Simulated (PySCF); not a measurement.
C5H7FSi

Input file:

```
{"job": {"kind": "nmr", "xc": "PBE0", "basis": "pcSseg-1"}, "charge": 0, "multiplicity": 1}
C      3.033210     0.561284     0.097936
C      2.064155    -0.150802     0.064105
Si     0.578924    -1.229705     0.038693
C     -0.681357    -0.832321    -1.306567
C     -1.089557    -0.334902     0.090900
C     -1.178959     1.154245     0.265557
F     -1.141275     1.497323     1.602047
H      3.878555     1.187124     0.121695
H      0.716426    -2.573575     0.566471
H     -1.309163    -1.603800    -1.730111
H     -0.472153    -0.055036    -2.029382
H     -1.944305    -0.843503     0.524446
H     -2.122044     1.559606    -0.124973
H     -0.333136     1.663588    -0.207961
```

Run with:

```sh
OMP_NUM_THREADS=1 python probes_run.py task.json out
```

Geometry: GFN2-xTB.

Theory: PBE0/pcSseg-1, SCF density, gas phase, non-relativistic in PySCF.

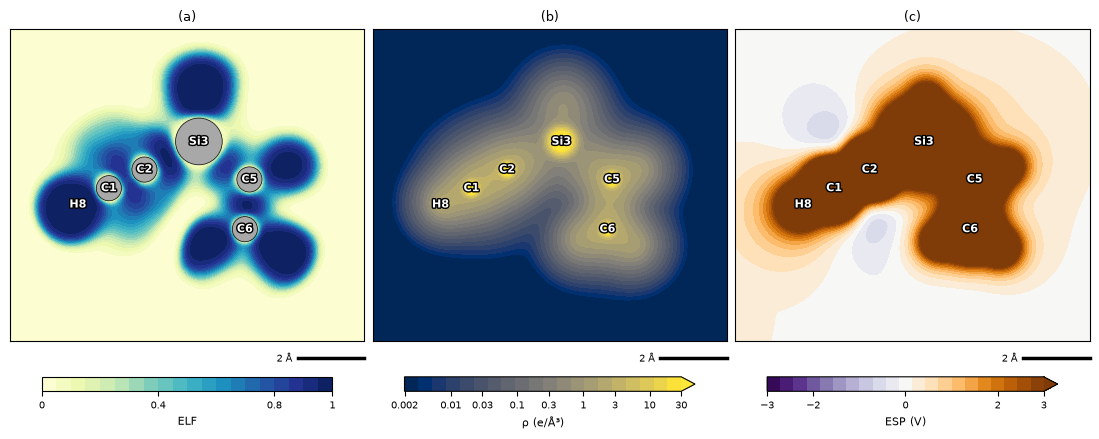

Figure 1. (a) ELF; (b) electron density; (c) molecular electrostatic potential on the plane of atoms C2, Si3 and C5. Grey discs cover the atomic cores in the ELF map.

**What does the map show?**

The section cuts through C, Si and H sites. C–C (1.20 Å): ρ at the midpoint is about 2.8 e/Å³; the ELF peaks at about 0.85 between the atoms: a multiple bond. C–Si (1.84 Å): ρ is about 0.94 e/Å³ halfway; the ELF peaks at about 0.95 between the atoms: a covalent bond. C–H (1.05 Å): ρ at the midpoint is about 2.1 e/Å³; the ELF climbs to about 1 towards the hydrogen, as it does in any bond to H: an ordinary covalent bond to hydrogen. C–Si (1.89 Å): the density is about 0.83 e/Å³ at the midpoint; the ELF peaks at about 0.85 between the atoms; a covalent bond. Outside the dense part of the molecule the potential is most negative (−0.6 V) near C1.

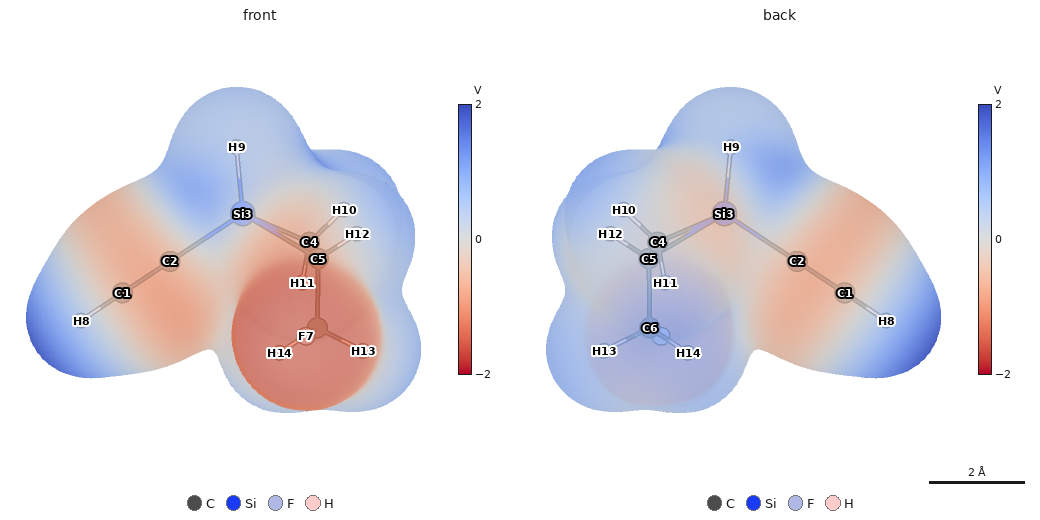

Figure 2. The electrostatic potential painted on the density surface at 0.002 e/bohr³, seen from the front and from behind; red is negative and blue positive.

**Which sites attract a positive test charge, and which a negative one?**

A positive charge is drawn to the negative regions and a negative charge to the positive ones. The most negative region (about −1.4 V, or −32 kcal/mol for a unit charge) lies over F7, the most positive (about +1.7 V, or +39 kcal/mol for a unit charge) over H8.

**What dipole moment does the calculation give?**

Its dipole moment is 1.80 D.
